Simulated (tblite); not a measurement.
## Energy and gradient calculation of SiN₂H₅Cl (charge +1)

SiN₂H₅Cl, charge +1, multiplicity 2, computed with IPEA1-xTB, U-SCC (tblite 0.8.0).

The geometry is that of the parent species in another charge or spin state. The geometry comes from this level: PBE0-D4/def2-TZVP.

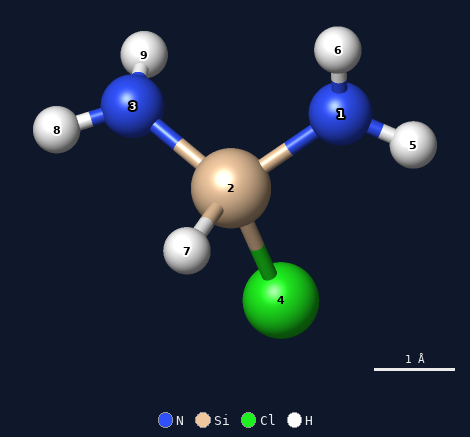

**Figure 1.** The structure (ball-and-stick view, seen at an oblique angle; atoms are numbered from 1 in the order of the input).

The input (xtb_job.py)
```python
# IPEA1-xTB energy and gradient with ASE
import json
import numpy as np
from ase import Atoms
from ase.units import Bohr
from tblite.ase import TBLite
from ase.units import kJ, mol as mol_
from ase.units import Debye

atoms = Atoms(["N", "Si", "N", "Cl", "H", "H", "H", "H", "H"], positions=Bohr * np.array([
    [-0.963382, 2.456266, -0.740773],
    [0.667262, -0.307647, -0.647231],
    [0.112061, -1.681478, 2.196996],
    [-0.589217, -2.244239, -3.811956],
    [-1.508757, 3.220849, -2.392393],
    [-0.782158, 3.745815, 0.645530],
    [3.451774, -0.240562, -0.929934],
    [1.282368, -3.029987, 2.854998],
    [-1.669951, -1.919017, 2.824763],
]))
start = atoms.get_positions()

atoms.calc = TBLite(
    method="IPEA1-xTB",
    charge=1,
    multiplicity=2,
    accuracy=0.1,
    spin_polarization=1.0,
    verbosity=0,
)
print(f"Energy: {atoms.get_potential_energy() / (kJ / mol_):.6f} kJ/mol")
print(f"Dipole: {np.linalg.norm(atoms.get_dipole_moment()) / Debye:.4f} D")
for a, q in zip(atoms, atoms.get_charges()):
    print(f"{a.symbol}{a.index + 1} {q:+.4f}")
print("Forces (eV/angstrom):")
for a, F in zip(atoms, atoms.get_forces()):
    print(f"{a.symbol:<2} {F[0]:11.6f} {F[1]:11.6f} {F[2]:11.6f}")
json.dump(dict(energy=atoms.get_potential_energy(), forces=atoms.get_forces().tolist(), dipole=atoms.get_dipole_moment().tolist(), charges=atoms.get_charges().tolist(),
               symbols=atoms.get_chemical_symbols(), start=start.tolist(), final=atoms.positions.tolist()), open("results.json", "w"))
```

Launched with:
```bash
python xtb_job.py
```

What the program printed
```
Energy: -42998.512180 kJ/mol
Dipole: 1.5399 D
N1 -0.2413
Si2 +0.4033
N3 -0.2272
Cl4 +0.0611
H5 +0.2364
H6 +0.2322
H7 +0.0550
H8 +0.2393
H9 +0.2413
Forces (eV/angstrom):
N     1.028292   -0.653818    0.134130
Si    0.858052   -0.953261   -2.551571
N    -0.275141   -0.466258   -1.155082
Cl    0.637372    0.782748    1.838924
H    -0.539666    0.670245   -0.315036
H    -0.360436    0.728797    0.215817
H    -1.183115    0.298114    0.139040
H     0.201753   -0.346692    0.824187
H    -0.367111   -0.059876    0.869590
```

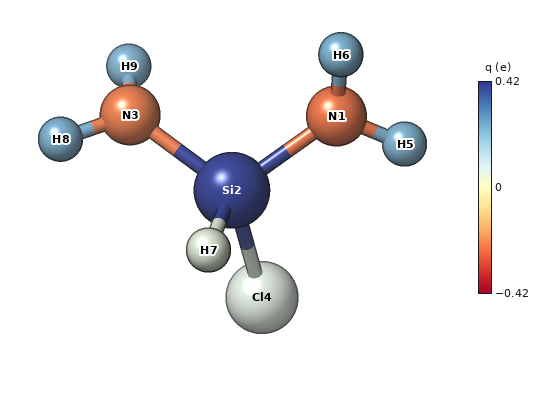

**Figure 2.** Mulliken charges, as the colour of each atom (ball-and-stick view, seen at a tilt; atoms are numbered from 1 in the order of the input). By element: N −0.24 to −0.23, Si +0.40, Cl +0.06 and H +0.05 to +0.24 e.

Summary

| quantity | value |
| --- | --- |
| outcome | converged |
| total energy | −16.377268 hartree |
| largest force | 2.856 eV/Å |
| hardware | 1 thread of Intel Xeon @ 2.50GHz (Skylake/Cascade Lake), 189 GiB of memory available, shared host |
| peak memory | 0.067 GiB |
